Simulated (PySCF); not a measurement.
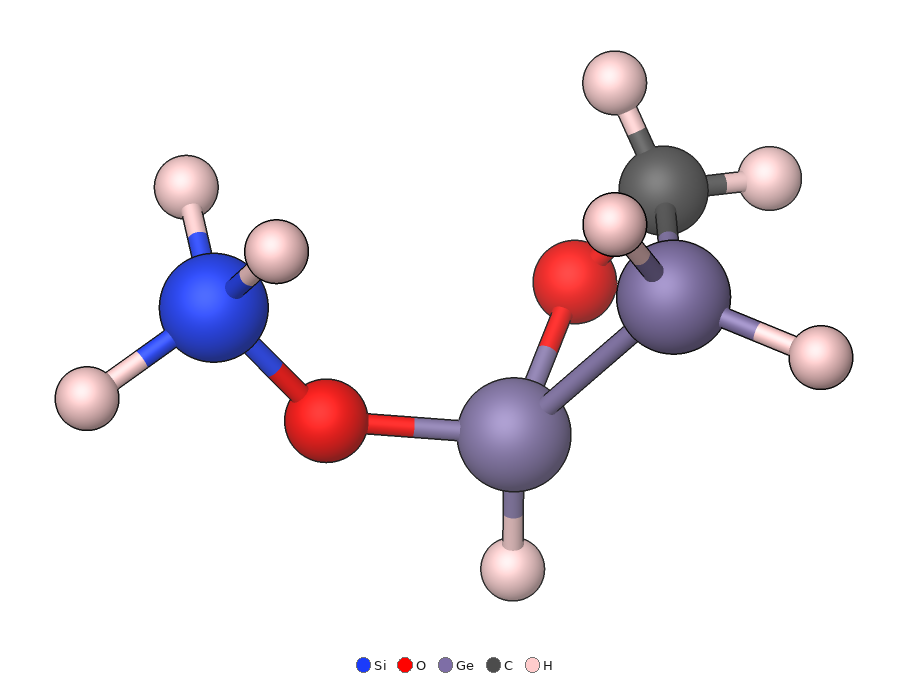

The geometry was computed by an optimisation with GFN2-xTB. No frequency run is at hand to confirm it as a minimum. Method: PBE0/def2-SVPD, gas phase (PySCF 2.14.0). Excitations: vertical, linear response.

Give the LUMO energy (Kohn–Sham orbital) at this level.

Answer. −1.05 eV.

What is the HOMO energy (Kohn–Sham orbital)?

Answer. −7.74 eV.

Estimate the dipole moment.

Answer. 2.26 D.

Estimate the lowest vertical singlet excitation.

Answer. 5.45 eV.

The geometry is semi-empirical. Around Ge, Si such bond lengths and angles can be off by a tenth of an ångström or more and by several degrees, and values that hang on the shape move with them.
